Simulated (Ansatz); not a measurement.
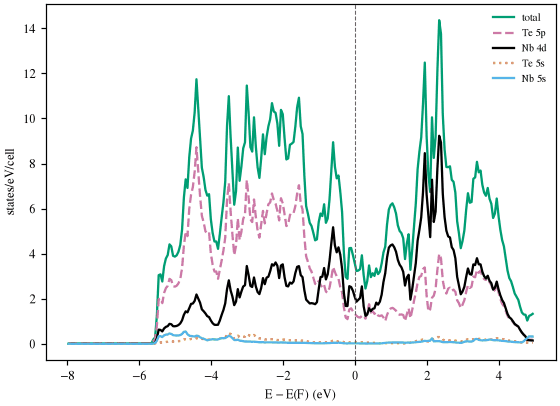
Total and projected density of states of NbTe2 in space group C2/m (No. 12; Pearson symbol mS18), DFT-r²SCAN in the program Ansatz with PAW potentials

Task: Which orbitals carry the states next to the Fermi level?

Result: Within 0.5 eV of the Fermi level: Nb 4d 56 %, Te 5p 40 %. Projections are on Löwdin-orthogonalised atomic valence shells; empty p or d shells of many metals are not among them.

Task: Where is the tallest occupied peak in this window, and what makes it?

Result: Near -4.4 eV, about 12 states/eV per cell; the largest projected share is Te 5p.

The workflow started from a Materials Project entry (that database holds measured and hypothetical structures alike); the Crystallography Open Database files this formula in space group No. 12, but the cells were not matched. Whether it is the stable phase at ambient conditions was not checked. The cell was relaxed with r²SCAN under the symmetry of its start; its stability against distortions is not shown here. The run is not spin-polarised. A crystal of weakly bound layers computed without a dispersion correction: the cell and the soft elastic constants depend strongly on that. With an odd number of electrons in the cell and no spin polarisation, the count alone makes it a metal. Spin–orbit coupling is left out wherever it is not named.

Potentials: the earlier of the program's two PAW sets.
